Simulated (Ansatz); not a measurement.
Cost and result by functional for the adsorption energy of OH on the 1x1 (0001) surface of hcp Ti, one in a 2x2 cell, started at the site 'bridge Ti-Ti (span 2.9 Å)', in Ansatz (plane waves, PAW). Single points on the PBE structure, on one kind of machine; costs are rough ratios of the slab run's core time (references not counted) to the cheapest single point. r2SCAN's cost holds its higher cutoff (500 against 420 eV). Differences are taken against r2SCAN for comparison alone: no measured value is at hand, so the table doesn't rank accuracy.

Model: 18-atom slab, 6.8 Å thick at the start under the adsorbate (thin: gaps and levels are the slab's own), 6x6x1 mesh, Fermi-Dirac 0.1 eV, dipole correction, 8 atoms held, the rest relaxed; no symmetry held; no spin, no spin-orbit, no U, no dispersion correction. At the end it is bonded to 3 Ti. In PBE it is, or lies within 0.03 eV of, the lowest of the starts that converged. These notes are the PBE run's. Adsorption energies are against H2O(g) − ½ H2(g). A negative adsorption energy means that the adsorbate is more stable on the surface than in its reference.

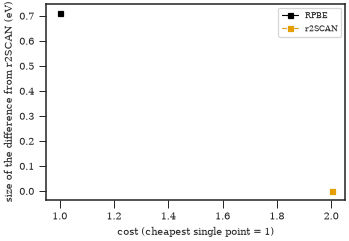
Figure. Difference from r2SCAN against cost

```tsv
functional	relative cost	adsorption energy (eV)	less r2SCAN (eV)
RPBE	1	-2.29	0.71
r2SCAN	2	-3.00	0.00
PBE (the relaxed run's value)	–	-2.52	0.48
```

The values span 0.71 eV, while the single points' costs differ by a factor of roughly 2. Differences are of unrounded values.

Ansatz is a program for electronic structure.
